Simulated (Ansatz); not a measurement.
**The atomisation energy (no zero-point term) down a group: N to As**

Gas-phase molecules, one atom swapped for its congeners: BH3(NH3); BH3(PH3); BH3(AsH3). All are singlets with charge 0.

Shapes, held fixed at every level: PBE0-D4/def2-TZVP. Programs: Ansatz 0.2.0. Values in eV.

```csv
level,BH3(NH3),BH3(PH3),BH3(AsH3)
PBE0-D4/def2-TZVPP,26.46,23.80,22.53
B2PLYP/def2-TZVPP,26.40,23.68,22.46
MP2/def2-SVP,25.02,21.98,20.89
MP2/def2-TZVPP,25.84,22.92,21.80
CCSD(T)/def2-SVP,25.17,22.33,21.26
CCSD(T)/def2-TZVPP,25.92,23.24,22.19
```

At CCSD(T)/def2-TZVPP the atomisation energy falls at every step, from 25.92 to 22.19 eV. Every level shows the same order. Relativity is left out for As. Outer-core shells of As are correlated in most correlated rows, in sets that cover them unevenly. Spin-orbit coupling, which grows down the group, is left out (summed over each molecule's free atoms 0.00, 0.00, 0.00 eV). Coupled cluster in double- or triple-zeta sets underbinds by a few per cent against its basis-set limit.

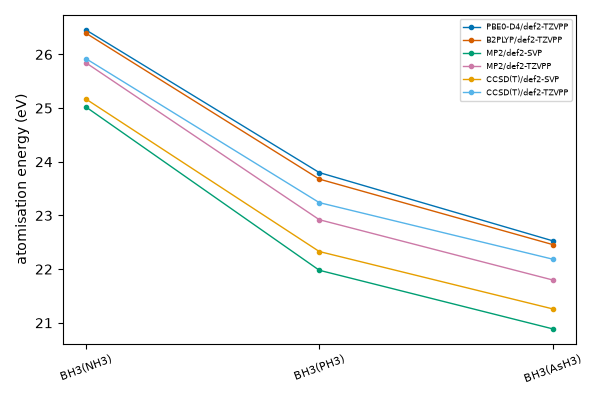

The trend along the series, level by level.
